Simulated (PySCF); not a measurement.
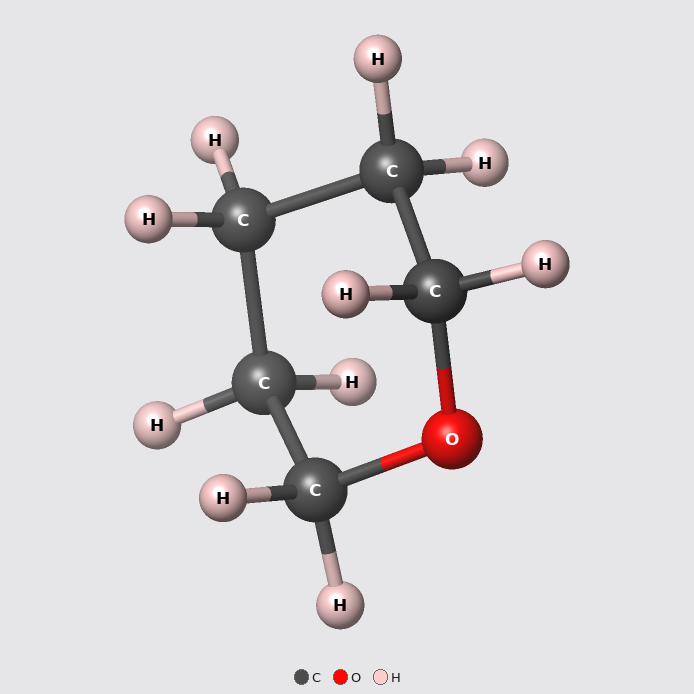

Every bond is drawn as one stick, whatever its order.

The computed structure is the end point of a GFN2-xTB optimisation. No frequency run is at hand to confirm it as a minimum.

Question: Give the formula.

Answer: C₅H₁₀O, 16 atoms: 5 carbon, 10 hydrogen and 1 oxygen.

Question: Describe its rings.

Answer: Independent rings (smallest set): 1 of 6 members.

Question: Which point group does it belong to?

Answer: Cs.

Question: How many bonds of each kind are drawn?

Answer: 10 C–H, 4 C–C, 2 C–O.

Question: How many atoms are distinct by symmetry?

Answer: 10: 1 C, 2 C, 2 C, 1 O, 1 H, 1 H, 2 H, 2 H, 2 H, 2 H.

The parts below concern this one geometry. Atoms keep their numbers from picture to picture.

Shape

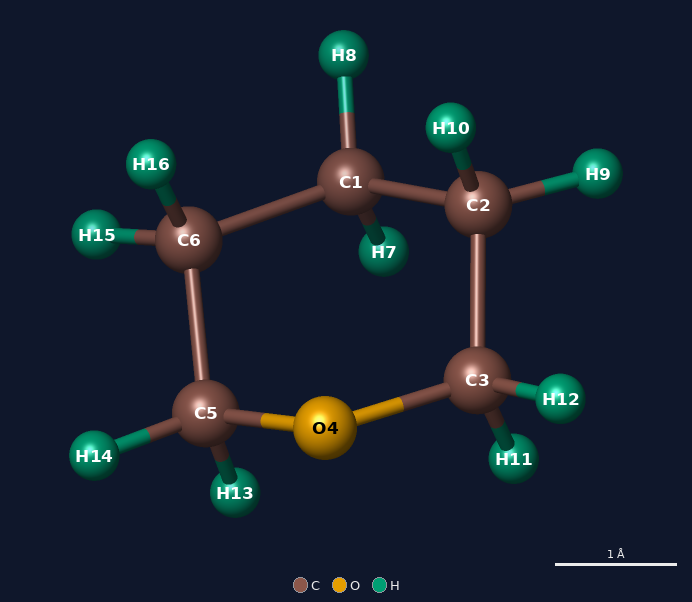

The atoms are numbered. No frequency run is at hand to confirm it as a minimum.

Question: How are the neighbours of atom 2 arranged?

Answer: C2 has 4 neighbours (C1 at 1.53, C3 at 1.53, H9 at 1.09, H10 at 1.09 Å); the arrangement is tetrahedral.

Question: What is the geometry at C1?

Answer: C1 has 4 neighbours (C2 at 1.53, C6 at 1.53, H7 at 1.09, H8 at 1.09 Å); the arrangement is tetrahedral.

Question: How are the neighbours of atom 3 arranged?

Answer: C3 has 4 neighbours (C2 at 1.53, O4 at 1.41, H11 at 1.10, H12 at 1.09 Å); the arrangement is tetrahedral.

Question: How are the neighbours of atom 4 arranged?

Answer: O4 has 2 neighbours (C3 at 1.41, C5 at 1.41 Å); the arrangement is bent.

Question: What is the dihedral angle C3–O4–C5–C6?

Answer: 60° in size, that is gauche.

Dipole moment

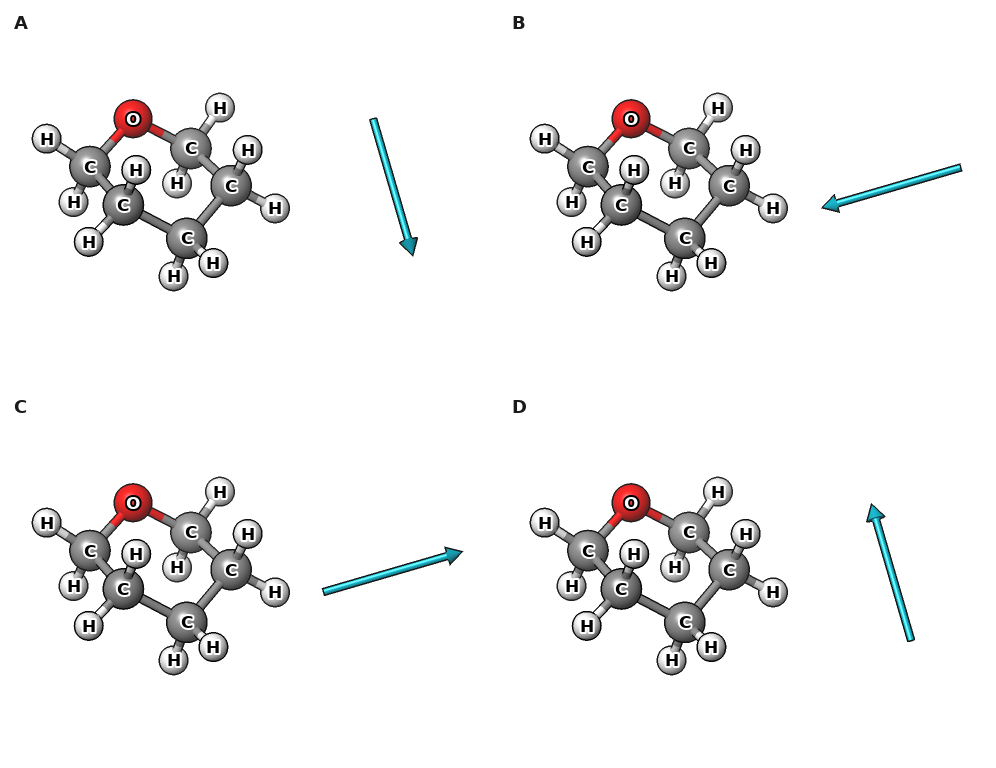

The same molecule four times, each with an arrow. No frequency run is at hand to confirm it as a minimum. Properties computed with CAM-B3LYP/def2-SVPD, gas phase (PySCF 2.14.0).

Question: Which arrow points along the dipole moment, from the negative to the positive end?

Answer: A. The dipole moment is 1.59 D.

Excitation

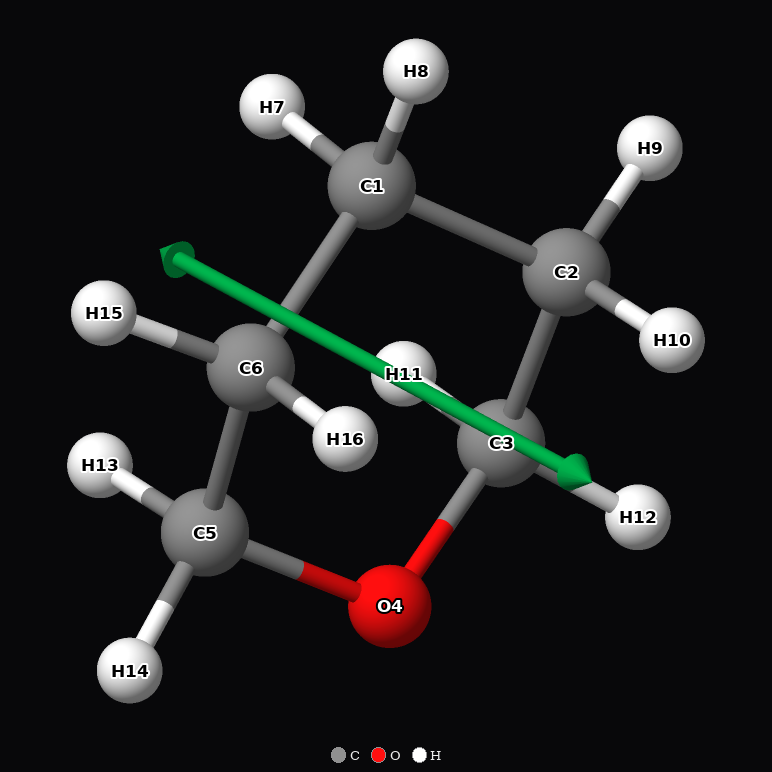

The double arrow shows the direction of the transition dipole to excited singlet state 2 (its length means nothing). No frequency run is at hand to confirm it as a minimum. Method: TDDFT CAM-B3LYP/def2-SVPD, vertical, gas phase, core orbitals frozen in the response (PySCF 2.14.0).

Question: Give its energy, strength and character.

Answer: 7.76 eV (160 nm), oscillator strength 0.057, mainly HOMO → LUMO+2 (weight 0.81); transition dipole 1.39 D.

Polarisability

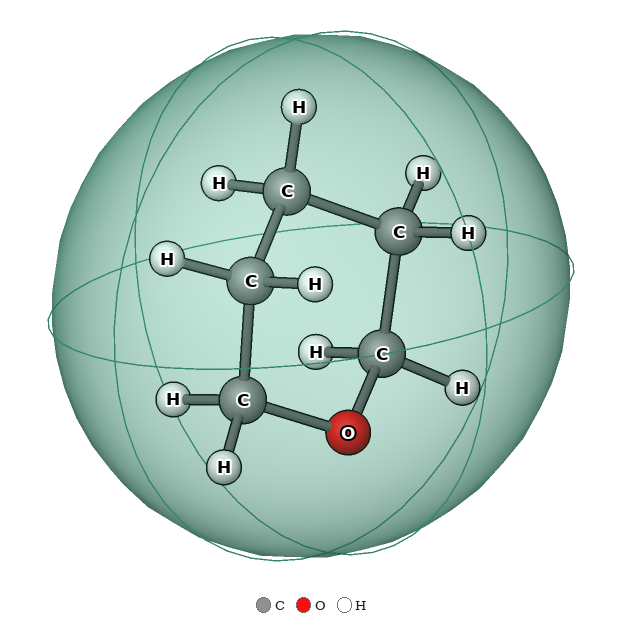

The ellipsoid shows the static dipole polarisability: its half-axes are proportional to the principal values. No frequency run is at hand to confirm it as a minimum. Computed with CAM-B3LYP/def2-SVPD (PySCF 2.14.0).

Question: How large and how anisotropic is the polarisability?

Answer: Principal values 56.6, 62.2, 66.5 bohr³; mean 61.8 bohr³ (9.15 Å³); anisotropy 8.6 bohr³, so the longest axis is 1.17 times the shortest.
